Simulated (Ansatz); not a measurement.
# BH2F3 (built from SMILES F.FBF): search for a transition state

Is there a first-order saddle for this four-centre ligand exchange, which should form B1–F6, H2–H5 and break B1–H2, H5–F6, and which two structures does it connect?

The runs use Ansatz 0.2.0, Gaussian basis; PBE0-D4, def2-SVP first, then def2-TZVP.

129 further runs of the same task are left out: 1 that didn't finish, 128 set aside as unsound or not needed.

## 1. Where the work starts

The guess: 6 atoms, charge 0, spin multiplicity 1.

Atoms are counted from 1 here; the program's logs count them from 0.

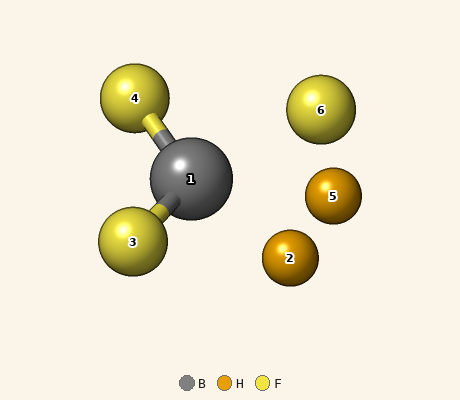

Start geometry, drawn with boron grey, hydrogen amber, fluorine yellow; atoms are numbered from 1 in the order of the file.

As a file:

```mol
BF3H2
  3D, bonds by distance, orders not assigned

  6  2  0  0  0  0  0  0  0  0999 V2000
   -0.3325   -0.2108   -0.2161 B   0  0
    0.6262    0.9150   -0.5400 H   0  0
   -0.0433   -1.3142   -0.8440 F   0  0
   -1.5508    0.2031   -0.0179 F   0  0
    0.8055    0.5918    0.3723 H   0  0
    0.4950   -0.1849    1.2458 F   0  0
  1  3  8  0
  1  4  8  0
M  END
```

Distances that are to change: B1–F6 1.68 Å, H2–H5 0.98 Å, B1–H2 1.51 Å, H5–F6 1.21 Å.

## 2. Constrained relaxation of the guess

Contents of hold/in.yaml:

```yaml
crystal:
  periodic: [false, false, false]
  atoms:
    - {symbol: B, position_ang: [-0.332500, -0.210800, -0.216100]}
    - {symbol: H, position_ang: [0.626200, 0.915000, -0.540000]}
    - {symbol: F, position_ang: [-0.043300, -1.314200, -0.844000]}
    - {symbol: F, position_ang: [-1.550800, 0.203100, -0.017900]}
    - {symbol: H, position_ang: [0.805500, 0.591800, 0.372300]}
    - {symbol: F, position_ang: [0.495000, -0.184900, 1.245800]}
basis:
  gaussian: {orbitals: def2-SVP}
hamiltonian: {xc: pbe0, dispersion: d4}
relax: {f_tol: 0.08, max_steps: 120, escape_saddle: false, constraints: [{distance: [0, 5]}, {distance: [1, 4]}, {distance: [0, 1]}, {distance: [4, 5]}]}
```

Launch:

```console
> ansatz run in.yaml --threads 2 --pin off --events-out ev --progress --plain --max-ram 4352MiB
```

The runs that follow: Force constants to start from; Saddle search in the small basis; Saddle search in triple zeta; Checking the order of the point; Relaxing after a step of 0.30 Å one way along the mode; Relaxing after a step of 0.30 Å the other way along the mode.

Q: Predict the outcome of this session. Wanted: imaginary mode; barrier from the start side; barrier from the end side; energy of the step; pairs that change; zero-point energy at the saddle.

As calculated:

| quantity | value |
| --- | --- |
| imaginary mode | 1214i cm⁻¹ |
| barrier from the start side | 0.913 eV |
| barrier from the end side | 2.045 eV |
| energy of the step | -1.132 eV |
| pairs that change | B1–F6 formed, H2–H5 formed, B1–H2 broken, H5–F6 broken |
| zero-point energy at the saddle | 0.759 eV |

What this shows: The point has a single imaginary mode (1214i cm⁻¹), as a transition state must. Going downhill both ways gives the intended start and end. At PBE0-D4/def2-TZVP the electronic barrier is 0.913 eV, about 36 kT at 298 K, and the step runs 1.132 eV downhill. With so stiff a mode tunnelling counts: Wigner's rough correction is a factor of 2.4 at 298 K. A step off the saddle overshot and began above it in energy, so the link to its end is likely but not proven. The ends are the nearest minima, not always the lowest complexes.
